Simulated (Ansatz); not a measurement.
# BOF (fluoro(oxo)borane): PBE/STO-3G

What is the energy change on altering one bond length of BOF (fluoro(oxo)borane) at PBE/STO-3G? 

The calculation is run with Ansatz 0.2.0.

53 further runs of the same task are left out: 4 that didn't finish, 49 set aside as unsound or not needed.

**1. The system as given**

BOF has 3 atoms, charge 0, and is taken as a singlet. SMILES: `O=BF`. The coordinates come from a PBE0-D4/def2-TZVP relaxation.

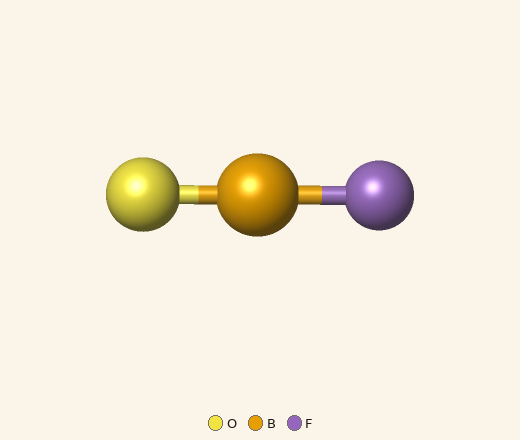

Viewed from a chosen angle; oxygen yellow, boron amber, fluorine purple.

**2. A single-point energy at PBE/STO-3G**

Input file in.yaml:

```yaml
crystal:
  periodic: [false, false, false]
  atoms:
    - {symbol: O, position_ang: [0.983100, -0.565100, 0.479900]}
    - {symbol: B, position_ang: [0.020300, -0.011600, 0.009900]}
    - {symbol: F, position_ang: [-1.003400, 0.576800, -0.489800]}
basis:
  gaussian:
    orbitals: STO-3G
hamiltonian:
  xc: pbe
accuracy: high
```

On the command line:

```
ansatz run in.yaml --threads 1 --pin off --max-ram 2610MiB --events-out events.jsonl --progress --plain --runs-dir runs
```

Standard output:

```text
Warning: RAYON_NUM_THREADS=1 ignored (pool sized by the plan → 1); use --threads N
Functional definition: PBE
  name "PBE"
  parameter kappa = 0.804
  parameter beta = 0.06672455060314922
  exchange = pbe_x(kappa = kappa, mu = beta*pi^2/3)
  correlation = pbe_c(beta = beta)
248 factors; integrals over basis functions are off by at most 3.4e-8 eV
mean field evaluation 1: about -5357.9062 eV, gradient 2.9e1 eV
mean field evaluation 2: about -5318.7590 eV, gradient 1.3e2 eV
mean field evaluation 4: about -5360.4138 eV, gradient 3.5e0 eV
mean field evaluation 8: about -5360.4017 eV, gradient 1.9e-1 eV
mean field evaluation 16: about -5360.4018 eV, gradient 8.2e-8 eV
mean field -5360.40183625 eV, -196.9911340713 hartree, gradient 1.1e-8 eV, S^2 0.000000; 0 other end points of the search recorded, 0 dependent functions left out
reference -5360.40183747 eV, -196.9911341160 hartree; 11, 11 occupied and 4, 4 virtual orbitals, 248 factors
Total energy: -5360.40183747 eV, -196.9911341160 hartree
```

Run time: 0.42 s. Hardware: 1 thread of Intel Xeon Platinum 8488C (Sapphire Rapids), shared host.

**3. The distorted shape at the same level**

Input file run.yaml:

```yaml
crystal:
  periodic: [false, false, false]
  atoms:
    - {symbol: O, position_ang: [1.223799, -0.703474, 0.597399]}
    - {symbol: B, position_ang: [0.020300, -0.011600, 0.009900]}
    - {symbol: F, position_ang: [-1.003400, 0.576800, -0.489800]}
basis:
  gaussian:
    orbitals: STO-3G
hamiltonian:
  xc: {name: PBE}
accuracy: high
```

On the command line:

```
ansatz run run.yaml --threads 1 --pin off --max-ram 2610MiB --events-out events.jsonl --progress --plain --runs-dir runs
```

Standard output (excerpt; [...] marks lines left out):

```text
Warning: RAYON_NUM_THREADS=1 ignored (pool sized by the plan → 1); use --threads N
[... 6 set-up lines as earlier in the session ...]
245 factors; integrals over basis functions are off by at most 3.9e-8 eV
mean field evaluation 1: about -5353.0793 eV, gradient 3.9e1 eV
mean field evaluation 2: about -5205.6914 eV, gradient 1.8e2 eV
mean field evaluation 4: about -5357.8416 eV, gradient 1.8e1 eV
mean field evaluation 8: about -5358.6820 eV, gradient 6.0e-2 eV
mean field evaluation 16: about -5358.6121 eV, gradient 2.8e-6 eV
mean field -5358.61209980 eV, -196.9253624701 hartree, gradient 1.9e-8 eV, S^2 0.000000; 0 other end points of the search recorded, 0 dependent functions left out
reference -5358.61210102 eV, -196.9253625149 hartree; 11, 11 occupied and 4, 4 virtual orbitals, 245 factors
Total energy: -5358.61210102 eV, -196.9253625149 hartree
```

Wall time 0.42 s (1 thread of Intel Xeon Platinum 8488C (Sapphire Rapids), shared host).

**4. What came out**

At PBE/STO-3G:

| quantity | value |
| --- | --- |
| first shape: total energy | -196.99113 Eh |
| distorted shape: total energy | -196.92536 Eh |
| energy change with the O1–B2 bond stretched from 1.206 to 1.507 Å | 1.790 eV |

In words: With the O1–B2 bond stretched from 1.206 to 1.507 Å the energy rises by 1.79 eV (173 kJ/mol). The first shape isn't relaxed at this level, so the change isn't measured from a minimum. The minimal basis adds a large error of its own.
